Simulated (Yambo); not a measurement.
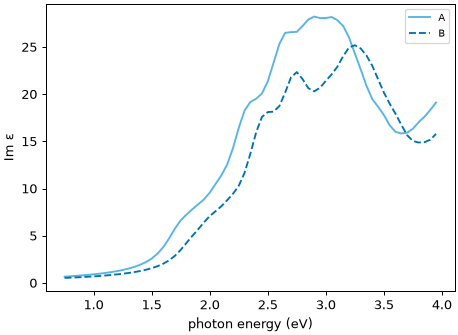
Figure. Two computed absorption spectra of MoSe2 (space group P6_3/mmc, No. 194) (Yambo, PBE bands with the same scissor, field along x)

Axes are Cartesian, with cell vectors (Å) (3.28, 0.00, 0.00), (-1.64, 2.84, 0.00), (0.00, 0.00, 12.72).

Which curve includes the electron-hole attraction (BSE)?

Curve A: the attraction moves weight to lower energy (centre of the plotted range 2.9 eV against 3.0 eV). Settings: 9×9×2 mesh, 7 valence and 8 conduction bands, static screening with 110 bands and a 3 Ry block, scissor 0.38 eV, Tamm-Dancoff. The scissor comes from a G0W0 run whose convergence isn't established. Broadening 0.15 eV. The band window holds all transitions up to 4.0 eV. On this mesh the peak heights and the fine structure are mesh artefacts; only the shift of weight is robust.

Spin-orbit coupling is not included.

Geometry relaxed with PBE+D3(BJ); primitive cell a = 3.2783 Å, b = 3.2783 Å, c = 12.7241 Å, α = 90.00°, β = 90.00°, γ = 120.00°.

The potentials are those of PseudoDojo's stringent table.
